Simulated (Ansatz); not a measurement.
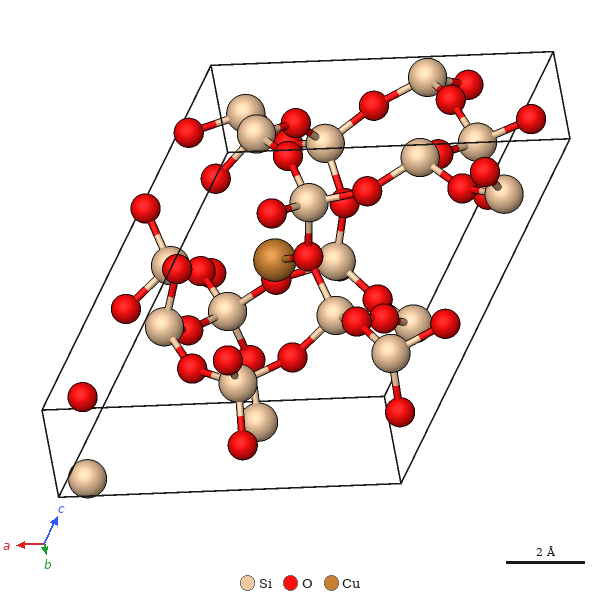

Crystal structure, ball-and-stick style, seen from a general direction. The supercell is drawn as a box. The host is SiO₂, in a cell of 48 sites, and the cell carries a charge of +1.

Question: How does this supercell depart from the perfect host?

Answer: An interstitial copper atom. It is bonded to two O in a bent arrangement at about 2.0 Å.

Level of theory and settings: DFT PBE, scalar-relativistic, plane waves, PAW in Ansatz 0.2.0, plane waves up to 420 eV, a 2×2×2 k-point grid, Gaussian smearing of 0.01 eV, collinear spins.

Question: Does a spin moment come with the defect?

Answer: No net moment.

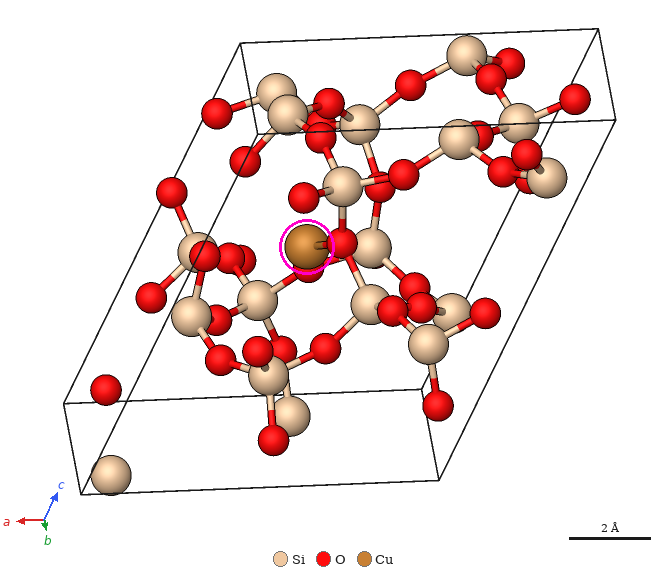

The same cell with a ring at the defect's site.

The atoms were relaxed in the host's cell with Ansatz, DFT PBE, scalar-relativistic, plane waves, PAW.
